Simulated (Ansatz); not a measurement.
**Nudged elastic band, with input and output: C₃H₉BN₂ (part 2 of 2)**

Continued. System: C₃H₉BN₂. Method: RKS PBE0-D4/def2-SVP (Ansatz 0.2.0). It belongs to a series of runs on one base structure; here: band between the two ends.

Geometry of the input (Å):
```
B  0.0388  -1.0389  -0.6381
C  0.3478  -0.2315  0.8582
N  1.7465  0.0556  0.9386
C  -0.4614  0.5947  -0.0071
C  0.0160  0.5586  -1.3465
N  -1.7463  0.8720  0.3048
H  1.0718  -1.5838  -0.9646
H  -1.0011  -1.6627  -0.7012
H  -0.1714  -0.5626  1.7757
H  1.9684  0.6293  1.7494
H  2.2901  -0.8008  0.9961
H  -0.6594  0.8756  -2.1466
H  1.0703  0.8015  -1.4844
H  -2.4082  0.9838  -0.4529
H  -2.1239  0.4585  1.1484
```

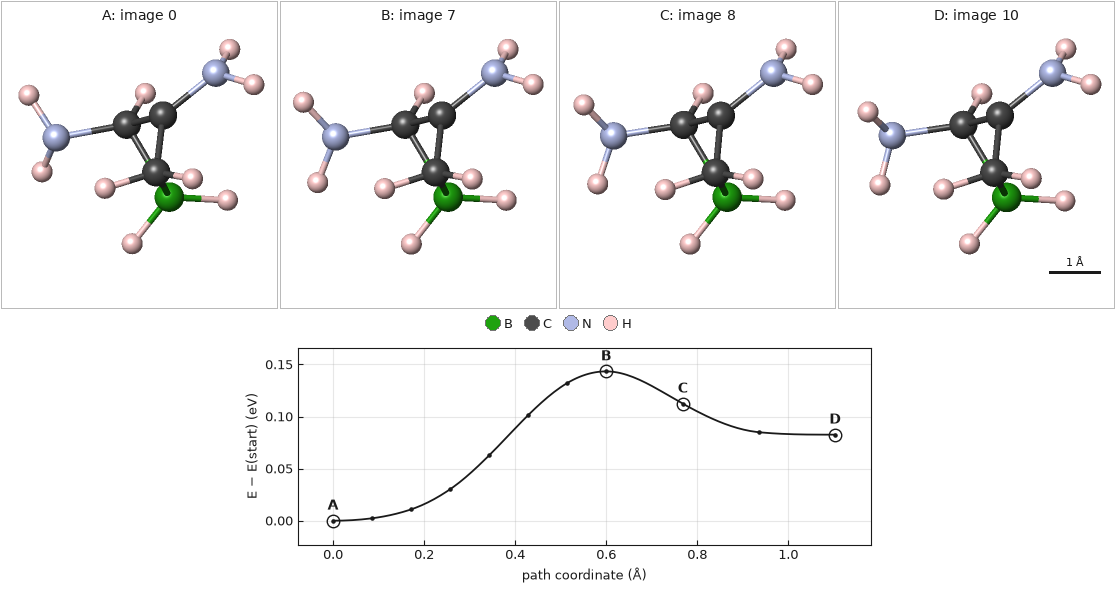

Fig. 1: Images of the last band (counted from 0; ball-and-stick, seen at a tilt) above the energy along the path; the line is a cubic interpolation that uses the forces. The highest image is number 7, 0.143 eV above the start and 0.061 eV above the end (the climbing image); the end lies 0.083 eV above the start. The path is 1.10 Å long. The band converged in 30 iterations.

```
Total energy: -6899.90921511 eV, -253.5669867289 hartree
Atom 0 at     0.035824    -1.051845    -0.610776 Å, force    -0.009397    -0.012793    -0.000287 eV/Å
Atom 1 at     0.300729    -0.284536     0.915798 Å, force     0.002604     0.007661    -0.004072 eV/Å
Atom 2 at     1.677925    -0.055022     1.100093 Å, force    -0.022843    -0.009535    -0.003558 eV/Å
Atom 3 at    -0.466585     0.573818     0.036412 Å, force     0.018768     0.012612    -0.004486 eV/Å
Atom 4 at     0.058085     0.562951    -1.286305 Å, force    -0.001215    -0.004309     0.013850 eV/Å
Atom 5 at    -1.756324     0.862199     0.309242 Å, force    -0.006315    -0.007353    -0.006335 eV/Å
Atom 6 at     1.068338    -1.613790    -0.914123 Å, force    -0.001288     0.004586     0.000228 eV/Å
Atom 7 at    -1.010056    -1.656645    -0.732139 Å, force     0.003627     0.000106     0.000427 eV/Å
Atom 8 at    -0.272678    -0.628190     1.797455 Å, force    -0.003407    -0.002125    -0.003942 eV/Å
Atom 9 at     2.012442     0.793267     1.528560 Å, force     0.011119    -0.000826    -0.000621 eV/Å
Atom 10 at     2.351583    -0.692798     0.710349 Å, force     0.010326     0.007699     0.001542 eV/Å
Atom 11 at    -0.582185     0.905853    -2.104325 Å, force     0.000183    -0.003500     0.000275 eV/Å
Atom 12 at     1.118572     0.797247    -1.387614 Å, force    -0.002993     0.003876     0.004173 eV/Å
Atom 13 at    -2.392855     1.001000    -0.465555 Å, force    -0.002815     0.003933    -0.003090 eV/Å
Atom 14 at    -2.164616     0.435893     1.132428 Å, force     0.003647    -0.000030     0.005895 eV/Å
Dipole moment:    -0.306508     0.512084     0.198213 e Å
this run last wrote the band of iteration 30 to [file]
```

The last band as extended XYZ (Å, eV, eV/Å):
```
15
Properties=species:S:1:pos:R:3:forces:R:3 image=0 energy=-6900.05253
B     0.0388   -1.0389   -0.6381    0.0003  -0.0017   0.0097
C     0.3478   -0.2315    0.8582   -0.0014  -0.0126  -0.0082
N     1.7465    0.0556    0.9386    0.0059   0.0009   0.0121
C    -0.4614    0.5947   -0.0071    0.0041   0.0040  -0.0090
C     0.0160    0.5586   -1.3465   -0.0079   0.0058   0.0061
N    -1.7463    0.8720    0.3048   -0.0031   0.0022   0.0040
H     1.0718   -1.5838   -0.9646    0.0018   0.0002  -0.0010
H    -1.0011   -1.6627   -0.7012    0.0000  -0.0017  -0.0001
H    -0.1714   -0.5626    1.7757   -0.0004   0.0030  -0.0018
H     1.9684    0.6293    1.7494    0.0016  -0.0025  -0.0066
H     2.2901   -0.8008    0.9961   -0.0051   0.0049  -0.0025
H    -0.6594    0.8756   -2.1466   -0.0005   0.0003  -0.0004
H     1.0703    0.8015   -1.4844    0.0063  -0.0012  -0.0003
H    -2.4082    0.9838   -0.4529   -0.0016  -0.0008  -0.0037
H    -2.1239    0.4585    1.1484    0.0000  -0.0008   0.0017
15
Properties=species:S:1:pos:R:3:forces:R:3 image=1 energy=-6900.05021
B     0.0345   -1.0432   -0.6312    0.0017   0.0029  -0.0070
C     0.3438   -0.2379    0.8628    0.0004   0.0103  -0.0042
N     1.7409    0.0611    0.9241    0.0079  -0.0001   0.0007
C    -0.4691    0.5894    0.0006    0.0047   0.0012  -0.0003
C     0.0235    0.5616   -1.3323   -0.0019  -0.0027  -0.0110
N    -1.7556    0.8668    0.3046    0.0012   0.0010  -0.0007
H     1.0635   -1.5963   -0.9574    0.0018   0.0087  -0.0105
H    -1.0095   -1.6600   -0.7013    0.0045  -0.0005   0.0044
H    -0.1652   -0.5719    1.7849    0.0044   0.0089  -0.0050
H     1.9773    0.6461    1.7215   -0.0062  -0.0152   0.0238
H     2.2996   -0.7858    0.9609   -0.0059  -0.0104   0.0281
H    -0.6351    0.8879   -2.1419   -0.0150  -0.0048  -0.0049
H     1.0829    0.7966   -1.4457   -0.0093   0.0046  -0.0224
H    -2.4088    0.9898   -0.4591   -0.0006  -0.0061   0.0055
H    -2.1445    0.4452    1.1391    0.0123   0.0023   0.0034
15
Properties=species:S:1:pos:R:3:forces:R:3 image=2 energy=-6900.04165
B     0.0326   -1.0461   -0.6287    0.0007   0.0045  -0.0129
C     0.3375   -0.2473    0.8703    0.0077   0.0184  -0.0137
N     1.7312    0.0614    0.9149    0.0307   0.0223  -0.0290
C    -0.4754    0.5825    0.0110   -0.0033   0.0096  -0.0095
C     0.0303    0.5639   -1.3173   -0.0073  -0.0048  -0.0243
N    -1.7627    0.8607    0.3074    0.0040   0.0024  -0.0004
H     1.0613   -1.6050   -0.9466    0.0005   0.0121  -0.0259
H    -1.0131   -1.6587   -0.7100    0.0054  -0.0013   0.0123
H    -0.1685   -0.5899    1.7916    0.0407   0.0240  -0.0077
H     1.9872    0.6684    1.6881   -0.0170  -0.0502   0.0635
H     2.3123   -0.7698    0.9175   -0.0202  -0.0273   0.0817
H    -0.6174    0.8992   -2.1315   -0.0269  -0.0085  -0.0153
H     1.0918    0.7974   -1.4132   -0.0191   0.0097  -0.0323
H    -2.4085    0.9962   -0.4603   -0.0082  -0.0098   0.0075
H    -2.1605    0.4367    1.1363    0.0125  -0.0010   0.0060
15
Properties=species:S:1:pos:R:3:forces:R:3 image=3 energy=-6900.02225
B     0.0324   -1.0479   -0.6258   -0.0005   0.0085  -0.0193
C     0.3295   -0.2586    0.8804    0.0177   0.0281  -0.0382
N     1.7181    0.0520    0.9215    0.0586   0.0837  -0.1145
C    -0.4782    0.5768    0.0212   -0.0185   0.0190  -0.0175
C     0.0354    0.5670   -1.3042   -0.0132  -0.0118  -0.0318
N    -1.7658    0.8561    0.3127    0.0123   0.0004   0.0008
H     1.0626   -1.6068   -0.9393   -0.0031   0.0075  -0.0314
H    -1.0132   -1.6586   -0.7191    0.0016  -0.0040   0.0162
H    -0.1861   -0.6083    1.7953    0.0979   0.0333  -0.0054
H     1.9992    0.6960    1.6526   -0.0276  -0.1036   0.1137
H     2.3287   -0.7538    0.8658   -0.0404  -0.0506   0.1579
H    -0.6082    0.9075   -2.1193   -0.0323  -0.0086  -0.0214
H     1.0974    0.8002   -1.3946   -0.0273   0.0109  -0.0226
H    -2.4077    0.9982   -0.4567   -0.0216  -0.0084   0.0051
H    -2.1660    0.4298    1.1391   -0.0035  -0.0045   0.0084
15
Properties=species:S:1:pos:R:3:forces:R:3 image=4 energy=-6899.98965
B     0.0328   -1.0489   -0.6217   -0.0047   0.0099  -0.0294
C     0.3226   -0.2697    0.8901    0.0217   0.0423  -0.0493
N     1.7062    0.0325    0.9463    0.0613   0.1438  -0.2271
C    -0.4777    0.5737    0.0291   -0.0258   0.0177  -0.0004
C     0.0381    0.5704   -1.2951   -0.0149  -0.0219  -0.0315
N    -1.7652    0.8539    0.3192    0.0067  -0.0029  -0.0056
H     1.0636   -1.6054   -0.9376   -0.0032   0.0012  -0.0270
H    -1.0125   -1.6581   -0.7249   -0.0029  -0.0071   0.0170
H    -0.2073   -0.6219    1.7968    0.1188   0.0290  -0.0008
H     2.0111    0.7252    1.6176   -0.0242  -0.1333   0.1565
H     2.3447   -0.7390    0.8136   -0.0397  -0.0725   0.2103
H    -0.6063    0.9122   -2.1092   -0.0294  -0.0063  -0.0198
H     1.0996    0.8033   -1.3889   -0.0250   0.0088  -0.0059
H    -2.4068    0.9969   -0.4501   -0.0268  -0.0027   0.0031
H    -2.1646    0.4242    1.1443   -0.0121  -0.0060   0.0101
15
Properties=species:S:1:pos:R:3:forces:R:3 image=5 energy=-6899.95102
B     0.0358   -1.0470   -0.6223   -0.0048   0.0071  -0.0271
C     0.3175   -0.2803    0.8973    0.0191   0.0412  -0.0383
N     1.6964    0.0071    0.9858    0.0353   0.1532  -0.2612
C    -0.4769    0.5711    0.0366   -0.0336   0.0183   0.0202
C     0.0390    0.5766   -1.2874   -0.0101  -0.0260  -0.0276
N    -1.7652    0.8483    0.3268    0.0112  -0.0090  -0.0137
H     1.0683   -1.5986   -0.9416   -0.0024  -0.0012  -0.0199
H    -1.0074   -1.6576   -0.7341   -0.0074  -0.0081   0.0126
H    -0.2250   -0.6371    1.7950    0.0912   0.0165   0.0039
H     2.0169    0.7517    1.5868   -0.0055  -0.1110   0.1577
H     2.3575   -0.7207    0.7643   -0.0144  -0.0811   0.1932
H    -0.6076    0.9200   -2.0993   -0.0216  -0.0031  -0.0153
H     1.0992    0.8130   -1.3856   -0.0167   0.0064   0.0049
H    -2.4076    0.9909   -0.4421   -0.0275   0.0025  -0.0001
H    -2.1628    0.4120    1.1493   -0.0129  -0.0058   0.0107
15
Properties=species:S:1:pos:R:3:forces:R:3 image=6 energy=-6899.92028
B     0.0353   -1.0515   -0.6128   -0.0031  -0.0035  -0.0135
C     0.3086   -0.2803    0.9076    0.0143   0.0299  -0.0225
N     1.6860   -0.0202    1.0402    0.0006   0.0908  -0.1687
C    -0.4722    0.5722    0.0346   -0.0157   0.0210   0.0279
C     0.0481    0.5663   -1.2882   -0.0075  -0.0214  -0.0141
N    -1.7609    0.8570    0.3165    0.0088  -0.0140  -0.0209
H     1.0677   -1.6091   -0.9230   -0.0025   0.0008  -0.0111
H    -1.0089   -1.6597   -0.7273   -0.0081  -0.0059   0.0048
H    -0.2495   -0.6275    1.7986    0.0401   0.0037   0.0037
H     2.0170    0.7802    1.5551    0.0097  -0.0538   0.0991
H     2.3577   -0.7054    0.7371    0.0105  -0.0543   0.1093
H    -0.5956    0.9062   -2.1041   -0.0117  -0.0007  -0.0109
H     1.1085    0.8005   -1.3893   -0.0077   0.0054   0.0080
H    -2.4005    0.9938   -0.4559   -0.0208   0.0058  -0.0016
H    -2.1631    0.4268    1.1403   -0.0069  -0.0037   0.0106
15
Properties=species:S:1:pos:R:3:forces:R:3 image=7 energy=-6899.90919
B     0.0358   -1.0518   -0.6108   -0.0094  -0.0128  -0.0003
C     0.3007   -0.2845    0.9158    0.0026   0.0077  -0.0041
N     1.6779   -0.0550    1.1001   -0.0228  -0.0095  -0.0036
C    -0.4666    0.5738    0.0364    0.0188   0.0126  -0.0045
C     0.0581    0.5630   -1.2863   -0.0012  -0.0043   0.0138
N    -1.7563    0.8622    0.3092   -0.0063  -0.0074  -0.0063
H     1.0683   -1.6138   -0.9141   -0.0013   0.0046   0.0002
H    -1.0101   -1.6566   -0.7321    0.0036   0.0001   0.0004
H    -0.2727   -0.6282    1.7975   -0.0034  -0.0021  -0.0039
H     2.0124    0.7933    1.5286    0.0111  -0.0008  -0.0006
H     2.3516   -0.6928    0.7103    0.0103   0.0077   0.0015
H    -0.5822    0.9059   -2.1043    0.0002  -0.0035   0.0003
H     1.1186    0.7972   -1.3876   -0.0030   0.0039   0.0042
H    -2.3929    1.0010   -0.4656   -0.0028   0.0039  -0.0031
H    -2.1646    0.4359    1.1324    0.0036   0.0000   0.0059
15
Properties=species:S:1:pos:R:3:forces:R:3 image=8 energy=-6899.94018
B     0.0380   -1.0542   -0.6034   -0.0056  -0.0078   0.0170
C     0.2928   -0.2948    0.9303   -0.0043  -0.0112   0.0035
N     1.6728   -0.1108    1.2001   -0.0020  -0.0931   0.1546
C    -0.4542    0.5730    0.0432    0.0120   0.0133   0.0123
C     0.0707    0.5603   -1.2800    0.0227  -0.0099   0.0224
N    -1.7468    0.8650    0.3060    0.0273   0.0060  -0.0049
H     1.0734   -1.6142   -0.9000    0.0067   0.0040   0.0105
H    -1.0077   -1.6557   -0.7360    0.0068  -0.0020  -0.0106
H    -0.3016   -0.6313    1.7970   -0.0421  -0.0142   0.0036
H     1.9919    0.8138    1.4556   -0.0276   0.0320  -0.1171
H     2.3279   -0.6462    0.6495   -0.0333   0.0793  -0.1062
H    -0.5692    0.9052   -2.0981    0.0127  -0.0007   0.0156
H     1.1307    0.7930   -1.3896    0.0099   0.0043  -0.0027
H    -2.3788    1.0039   -0.4729    0.0110   0.0010  -0.0034
H    -2.1617    0.4424    1.1278    0.0059  -0.0010   0.0055
15
Properties=species:S:1:pos:R:3:forces:R:3 image=9 energy=-6899.96760
B     0.0398   -1.0629   -0.5929   -0.0056  -0.0053   0.0022
C     0.2839   -0.3121    0.9469    0.0004  -0.0037   0.0087
N     1.6720   -0.1321    1.2360    0.0019  -0.0075   0.0070
C    -0.4465    0.5654    0.0597    0.0115  -0.0127   0.0009
C     0.0899    0.5526   -1.2606    0.0104   0.0040   0.0083
N    -1.7380    0.8689    0.3094   -0.0015   0.0111   0.0037
H     1.0779   -1.6261   -0.8751    0.0009  -0.0017   0.0102
H    -1.0065   -1.6580   -0.7461    0.0033  -0.0011  -0.0046
H    -0.3130   -0.6490    1.8100   -0.0056  -0.0085   0.0046
H     1.9523    0.8351    1.3594   -0.0158   0.0055  -0.0319
H     2.2861   -0.5980    0.5786   -0.0161   0.0178  -0.0218
H    -0.5440    0.9051   -2.0799    0.0084   0.0009   0.0076
H     1.1499    0.7864   -1.3694    0.0051   0.0006   0.0072
H    -2.3602    1.0205   -0.4748    0.0050   0.0022  -0.0025
H    -2.1654    0.4537    1.1283   -0.0023  -0.0018   0.0003
15
Properties=species:S:1:pos:R:3:forces:R:3 image=10 energy=-6899.96993
B     0.0377   -1.0600   -0.5954   -0.0003  -0.0019  -0.0034
C     0.2799   -0.3158    0.9583    0.0016   0.0043  -0.0018
N     1.6698   -0.1113    1.2336    0.0013   0.0077  -0.0066
C    -0.4485    0.5575    0.0742    0.0099  -0.0029  -0.0006
C     0.1010    0.5549   -1.2440   -0.0006   0.0010   0.0053
N    -1.7408    0.8655    0.3151   -0.0101   0.0046   0.0030
H     1.0748   -1.6341   -0.8582   -0.0008  -0.0013   0.0004
H    -1.0103   -1.6494   -0.7602    0.0010  -0.0006   0.0010
H    -0.3071   -0.6662    1.8225   -0.0008   0.0001  -0.0009
H     1.9458    0.8653    1.2215   -0.0023  -0.0092   0.0010
H     2.2740   -0.6425    0.6163   -0.0027   0.0011   0.0035
H    -0.5259    0.9186   -2.0635   -0.0002  -0.0008   0.0003
H     1.1607    0.7955   -1.3409   -0.0003   0.0007   0.0004
H    -2.3532    1.0270   -0.4747    0.0022  -0.0013  -0.0028
H    -2.1797    0.4443    1.1249    0.0022  -0.0016   0.0012
```

Key numbers:

| quantity | value |
| --- | --- |
| outcome | converged |
| barrier, forward | 0.143 eV |
| barrier, backward | 0.061 eV |
| wall time | 13 min (CPU time 24 min) |
| peak memory | 0.37 GiB |

The order of the saddle point was not checked.
